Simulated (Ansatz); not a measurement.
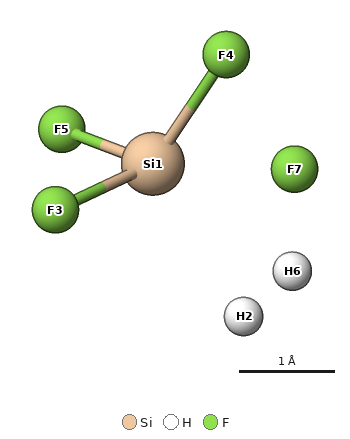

*The structure as given in the input (ball-and-stick view, seen at a tilt; atoms are numbered from 1 in the order of the input).*

Bond lengths as drawn: F–Si 1.57 to 1.59 Å.

Geometry relaxation of SiH2F4 (part 1 of 2)

- system: SiH2F4
- method: RKS PBE/def2-SVP (Ansatz 0.2.0)

The input holds or restrains some coordinates. It belongs to a series of runs on one base structure; here: pulled along the bonds that form and break, towards end B. Figures and captions count atoms from 1; the log counts them from 0 in places.

Input file
```yaml
crystal:
  periodic: [false, false, false]
  atoms:
    - { symbol: Si, position_ang: [-0.4414, -0.1603, -0.1997] }
    - { symbol: H, position_ang: [1.4124, -0.4076, -0.131] }
    - { symbol: F, position_ang: [-0.7195, -1.3319, -1.2315] }
    - { symbol: F, position_ang: [-1.1899, -0.6595, 1.0847] }
    - { symbol: F, position_ang: [-0.9997, 1.0856, -0.9715] }
    - { symbol: H, position_ang: [1.3741, 0.3587, 0.4842] }
    - { symbol: F, position_ang: [0.5639, 1.115, 0.9649] }
basis:
  gaussian: { orbitals: def2-SVP }
hamiltonian:
  xc: pbe
relax:
  f_tol: 0.15
  max_steps: 25
  restrain:
    - { distance: [0, 6], at: 1.68, k: 30.0 }
    - { distance: [5, 1], at: 0.62, k: 30.0 }
    - { distance: [0, 1], at: 2.72, k: 30.0 }
    - { distance: [5, 6], at: 2.18, k: 30.0 }
output:
  orbitals: {}
```

Run on 2 threads of Intel Xeon (Sapphire Rapids), 16 GiB of memory available, shared host.

Launched with:
```bash
ansatz run input.yaml --threads 2 --pin off --max-ram 3072MiB --backend cpu --events-out ev --progress --plain --runs-dir out
```

The program's output
```
The last accepted step is kept in [file] (removed where the run ends without a failure and the disk answers)
Engine: ansatz 0.2.0, x86_64-unknown-linux-gnu
Functional definition: PBE
  parameter kappa = 0.804
  parameter beta = 0.06672455060314922
  exchange = pbe_x(kappa = kappa, mu = beta*pi^2/3)
  correlation = pbe_c(beta = beta)
904 factors; their error is unknown
mean field evaluation 1: about -18750.5045 eV, gradient 5.7e1 eV
mean field evaluation 2: about -18735.2713 eV, gradient 1.1e2 eV
mean field evaluation 4: about -18755.4310 eV, gradient 5.7e0 eV
mean field evaluation 8: about -18755.4896 eV, gradient 5.4e-2 eV
mean field evaluation 16: about -18755.4223 eV, gradient 9.7e-5 eV
mean field -18755.42232263 eV, -689.2490574747 hartree, gradient 5.1e-6 eV, S^2 0.000000; 0 other end points of the search recorded, 0 dependent functions left out
the calculation of the forces begins
reference -18755.42234897 eV, -689.2490584426 hartree; 26, 26 occupied and 58, 58 virtual orbitals, 904 factors
relax step   1: F+E_penalty+E_count = -18755.42232263 eV  Δ(F+E_penalty+E_count) = +0.000e0 eV  max|allowed force component| = 3.119e0 eV/Å  E_restraint = 28.47008416 eV  max|allowed force component, restraints' pulls added| = 2.624e1 eV/Å  Δτ_max = 0.0000 Å  (26 SCF iters, accepted)
  distance Si 0 - F 6 = 1.9983 Å
  distance H 5 - H 1 = 0.9834 Å
  distance Si 0 - H 1 = 1.8715 Å
  distance H 5 - F 6 = 1.2081 Å
these checks for a lower state are left out or cut short: starts, cluster_reference, orbital_swaps, neighbouring_geometries, increment
904 factors; their error is unknown
mean field -18755.33156606 eV, -689.2457222325 hartree, gradient 1.6e-5 eV, S^2 0.000000; 0 other end points of the search recorded, 0 dependent functions left out
[... from here on the field's lines of each further geometry are left out, up to the last ...]
relax step   2: F+E_penalty+E_count = -18755.33156606 eV  Δ(F+E_penalty+E_count) = +9.076e-2 eV  max|allowed force component| = 2.821e0 eV/Å  E_restraint = 13.18699875 eV  max|allowed force component, restraints' pulls added| = 1.903e1 eV/Å  Δτ_max = 0.2000 Å  (34 SCF iters, accepted)
relax step   3: F+E_penalty+E_count = -18755.58044455 eV  Δ(F+E_penalty+E_count) = -2.489e-1 eV  max|allowed force component| = 3.216e0 eV/Å  E_restraint = 3.88554227 eV  max|allowed force component, restraints' pulls added| = 1.070e1 eV/Å  Δτ_max = 0.1947 Å  (34 SCF iters, accepted)
relax step   4: F+E_penalty+E_count = -18756.30331681 eV  Δ(F+E_penalty+E_count) = -7.229e-1 eV  max|allowed force component| = 3.246e0 eV/Å  E_restraint = 0.14315248 eV  max|allowed force component, restraints' pulls added| = 2.198e0 eV/Å  Δτ_max = 0.1947 Å  (28 SCF iters, accepted)
relax step   5: F+E_penalty+E_count = -18756.66204751 eV  Δ(F+E_penalty+E_count) = -3.587e-1 eV  max|allowed force component| = 1.902e0 eV/Å  E_restraint = 0.17607456 eV  max|allowed force component, restraints' pulls added| = 1.270e0 eV/Å  Δτ_max = 0.2000 Å  (26 SCF iters, accepted)
relax step   6: F+E_penalty+E_count = -18756.99034660 eV  Δ(F+E_penalty+E_count) = -3.283e-1 eV  max|allowed force component| = 1.540e0 eV/Å  E_restraint = 0.16843961 eV  max|allowed force component, restraints' pulls added| = 1.340e0 eV/Å  Δτ_max = 0.1999 Å  (31 SCF iters, accepted)
relax step   7: F+E_penalty+E_count = -18757.33876869 eV  Δ(F+E_penalty+E_count) = -3.484e-1 eV  max|allowed force component| = 1.610e0 eV/Å  E_restraint = 0.16609177 eV  max|allowed force component, restraints' pulls added| = 1.092e0 eV/Å  Δτ_max = 0.2000 Å  (31 SCF iters, accepted)
relax step   8: F+E_penalty+E_count = -18757.59735785 eV  Δ(F+E_penalty+E_count) = -2.586e-1 eV  max|allowed force component| = 9.852e-1 eV/Å  E_restraint = 0.24232336 eV  max|allowed force component, restraints' pulls added| = 2.166e0 eV/Å  Δτ_max = 0.1942 Å  (31 SCF iters, accepted)
relax step   9: F+E_penalty+E_count = -18757.61640943 eV  Δ(F+E_penalty+E_count) = -1.905e-2 eV  max|allowed force component| = 2.090e0 eV/Å  E_restraint = 0.13210972 eV  max|allowed force component, restraints' pulls added| = 1.347e-1 eV/Å  Δτ_max = 0.1953 Å  (30 SCF iters, accepted)
relax step  10: F+E_penalty+E_count = -18757.65254003 eV  Δ(F+E_penalty+E_count) = -3.613e-2 eV  max|allowed force component| = 1.924e0 eV/Å  E_restraint = 0.18420263 eV  max|allowed force component, restraints' pulls added| = 8.073e-1 eV/Å  Δτ_max = 0.1975 Å  (29 SCF iters, rejected (line search))
relax step  11: F+E_penalty+E_count = -18757.64176464 eV  Δ(F+E_penalty+E_count) = -2.536e-2 eV  max|allowed force component| = 2.034e0 eV/Å  E_restraint = 0.14658611 eV  max|allowed force component, restraints' pulls added| = 3.977e-1 eV/Å  Δτ_max = 0.0970 Å  (26 SCF iters, accepted)
relax step  12: F+E_penalty+E_count = -18757.65340922 eV  Δ(F+E_penalty+E_count) = -1.164e-2 eV  max|allowed force component| = 2.194e0 eV/Å  E_restraint = 0.14056163 eV  max|allowed force component, restraints' pulls added| = 2.085e-1 eV/Å  Δτ_max = 0.1000 Å  (26 SCF iters, accepted)
relax step  13: F+E_penalty+E_count = -18757.67214666 eV  Δ(F+E_penalty+E_count) = -1.874e-2 eV  max|allowed force component| = 2.175e0 eV/Å  E_restraint = 0.15022413 eV  max|allowed force component, restraints' pulls added| = 4.684e-1 eV/Å  Δτ_max = 0.1458 Å  (26 SCF iters, accepted)
relax step  14: F+E_penalty+E_count = -18757.66575359 eV  Δ(F+E_penalty+E_count) = +6.393e-3 eV  max|allowed force component| = 2.525e0 eV/Å  E_restraint = 0.13302421 eV  max|allowed force component, restraints' pulls added| = 2.285e-2 eV/Å  Δτ_max = 0.1049 Å  (23 SCF iters, accepted)
relax step  15: F+E_penalty+E_count = -18757.73525924 eV  Δ(F+E_penalty+E_count) = -6.951e-2 eV  max|allowed force component| = 8.756e-1 eV/Å  E_restraint = 0.27923081 eV  max|allowed force component, restraints' pulls added| = 3.306e0 eV/Å  Δτ_max = 0.1800 Å  (25 SCF iters, rejected (line search))
relax step  16: F+E_penalty+E_count = -18757.69726679 eV  Δ(F+E_penalty+E_count) = -3.151e-2 eV  max|allowed force component| = 1.936e0 eV/Å  E_restraint = 0.17169094 eV  max|allowed force component, restraints' pulls added| = 1.131e0 eV/Å  Δτ_max = 0.0897 Å  (23 SCF iters, rejected (line search))
relax step  17: F+E_penalty+E_count = -18757.67565311 eV  Δ(F+E_penalty+E_count) = -9.900e-3 eV  max|allowed force component| = 2.385e0 eV/Å  E_restraint = 0.14291104 eV  max|allowed force component, restraints' pulls added| = 3.234e-1 eV/Å  Δτ_max = 0.0448 Å  (23 SCF iters, accepted)
the calculation of the forces begins
reference -18757.66624474 eV, -689.3315200915 hartree; 26, 26 occupied and 58, 58 virtual orbitals, 904 factors
relax step  18: F+E_penalty+E_count = -18757.66621782 eV  Δ(F+E_penalty+E_count) = +9.435e-3 eV  max|allowed force component| = 2.578e0 eV/Å  E_restraint = 0.13257113 eV  max|allowed force component, restraints' pulls added| = 3.938e-3 eV/Å  Δτ_max = 0.0216 Å  (23 SCF iters, accepted)
```

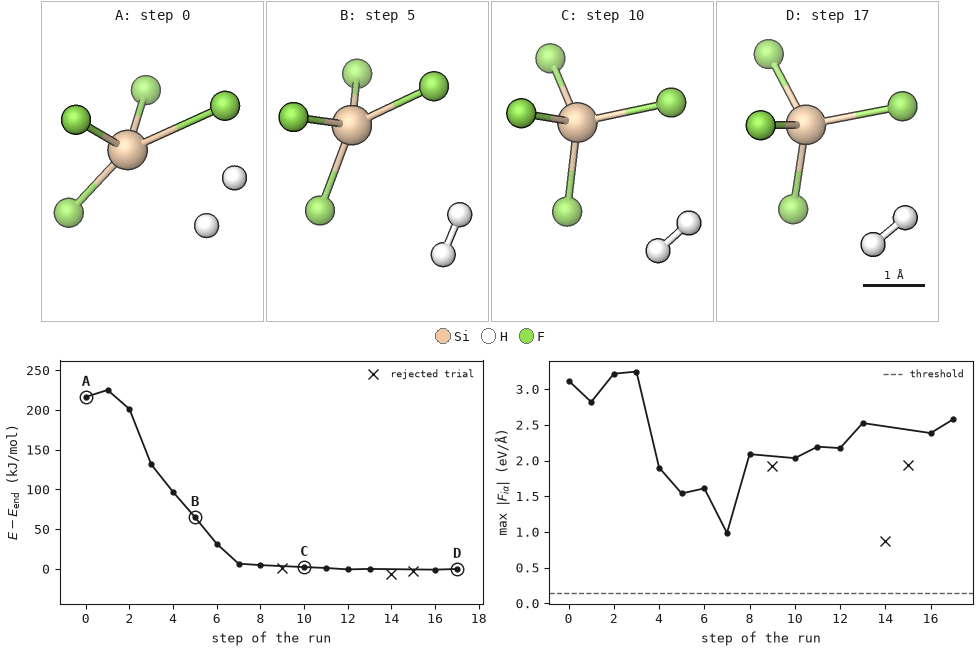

*Frames of the restrained relaxation (ball-and-stick view, seen at a tilt) above the curves, on which the letters mark them (the first geometry is step 0 here and step 1 in the log).*

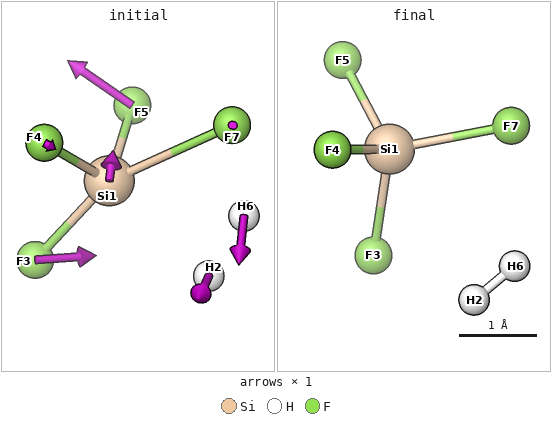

*Before (left) and after (right) the restrained relaxation, at one scale (ball-and-stick view, seen at a tilt). The pink arrows give the displacements, at true length.*

After 17 geometry steps the energy has fallen by 216.5 kJ/mol. Largest force component: 3.1 eV/Å at the start, 2.6 eV/Å at the end. The line search rejected the trial steps at points 9, 14, 15 (counted from 0) and went back. F5 moves most after the best rigid fit: 1.05 Å. By element the largest moves are F 1.05 Å, H 0.92 Å, Si 0.46 Å. Among the contacts that change: Si1–F7 1.998 → 1.642 Å, H2–H6 0.983 → 0.706 Å, Si1–F4 1.568 → 1.602 Å, Si1–F3 1.586 → 1.602 Å. New bonds form: H2–H6 (0.98 → 0.71 Å). Among the angles that change: F3–Si1–F7 159.9° → 110.5°, F4–Si1–F7 88.0° → 110.3°, F5–Si1–F7 87.6° → 107.9°. (Atoms are counted from 1 in the order of the input.)

```
  distance Si 0 - F 6 = 1.6420 Å
  distance H 5 - H 1 = 0.7055 Å
  distance Si 0 - H 1 = 2.7258 Å
  distance H 5 - F 6 = 2.1868 Å
904 factors; their error is unknown
mean field -18757.66621782 eV, -689.3315191021 hartree, gradient 8.4e-5 eV, S^2 0.000000; 1 other end points of the search recorded, 0 dependent functions left out
the calculation of the forces begins
reference -18757.66624474 eV, -689.3315200915 hartree; 26, 26 occupied and 58, 58 virtual orbitals, 904 factors
Total energy: -18757.66624474 eV, -689.3315200915 hartree
Atom 0 at    -0.685524     0.229969    -0.205569 Å, force     0.601491     0.875777     0.270662 eV/Å
Atom 1 at     1.674476    -0.959025     0.462636 Å, force    -0.260891    -2.578002    -0.344746 eV/Å
Atom 2 at    -0.142013    -0.584687    -1.473211 Å, force     0.001575     0.001514    -0.001562 eV/Å
Atom 3 at    -0.976300    -0.763927     1.016457 Å, force    -0.001236    -0.001016    -0.000835 eV/Å
Atom 4 at    -2.051750     0.965429    -0.612669 Å, force    -0.001153    -0.000666     0.002814 eV/Å
Atom 5 at     1.786968    -0.270773     0.569508 Å, force     0.536829     2.350388     0.419307 eV/Å
Atom 6 at     0.394043     1.383014     0.242948 Å, force    -0.876616    -0.647995    -0.345640 eV/Å
Dipole moment:     0.032813    -0.038815     0.007373 e Å
```

Trajectory as extended XYZ (Å, eV, eV/Å), 18 frames, from step=1 to step=18
```
7
Properties=species:S:1:pos:R:3:forces:R:3 step=1 energy=-18755.42232
Si   -0.4414   -0.1603   -0.1997    3.1190   0.9155   1.2329
H     1.4124   -0.4076   -0.1310   -0.8583  -0.6778  -0.7058
F    -0.7195   -1.3319   -1.2315    0.2364  -1.0433  -0.8690
F    -1.1899   -0.6595    1.0847   -0.8622  -0.5598   1.3918
F    -0.9997    1.0856   -0.9715   -0.6257   1.3705  -0.8773
H     1.3741    0.3587    0.4842   -1.0523   0.5094   0.2411
F     0.5639    1.1150    0.9649    0.0431  -0.5144  -0.4137
7
Properties=species:S:1:pos:R:3:forces:R:3 step=2 energy=-18755.33157
Si   -0.5278   -0.1091   -0.1696    2.8212   1.9265   2.0836
H     1.6095   -0.4015   -0.0979    0.0378  -0.8672  -0.7001
F    -0.7146   -1.3204   -1.2219    0.8290  -0.0052   0.0868
F    -1.2207   -0.6615    1.1128   -1.2295  -1.0880   1.4310
F    -1.0282    1.1185   -0.9840   -1.0428   1.4560  -1.5339
H     1.4623    0.2288    0.3933   -0.3083   0.0625   0.0019
F     0.4193    1.1451    0.9674   -1.1073  -1.4845  -1.3692
7
Properties=species:S:1:pos:R:3:forces:R:3 step=3 energy=-18755.58044
Si   -0.6090   -0.0375   -0.1220    2.7394   1.1997   1.5848
H     1.7502   -0.4191   -0.0913    0.9710  -3.2160  -2.4788
F    -0.6925   -1.2989   -1.2014    0.9316   1.1149   1.0392
F    -1.2474   -0.6761    1.1385   -1.6112  -1.4757   1.6464
F    -1.0531    1.1467   -1.0082   -1.4458   1.7351  -2.1245
H     1.6024    0.1140    0.3219   -0.7768   2.6862   2.0767
F     0.2493    1.1708    0.9626   -0.8082  -2.0444  -1.7437
7
Properties=species:S:1:pos:R:3:forces:R:3 step=4 energy=-18756.30332
Si   -0.6924    0.0447   -0.0654    0.9631   0.1570   0.3463
H     1.9177   -0.4840   -0.1197    0.8601  -3.2465  -2.5292
F    -0.6435   -1.2337   -1.1408    0.7603   1.2953   1.1466
F    -1.3205   -0.7142    1.1794   -1.1248  -0.7336   0.4493
F    -1.1237    1.1925   -1.0687   -1.0952   0.4741  -1.0679
H     1.7799    0.0410    0.2895   -0.7801   3.0619   2.3888
F     0.0824    1.1538    0.9258    0.4167  -1.0082  -0.7339
```
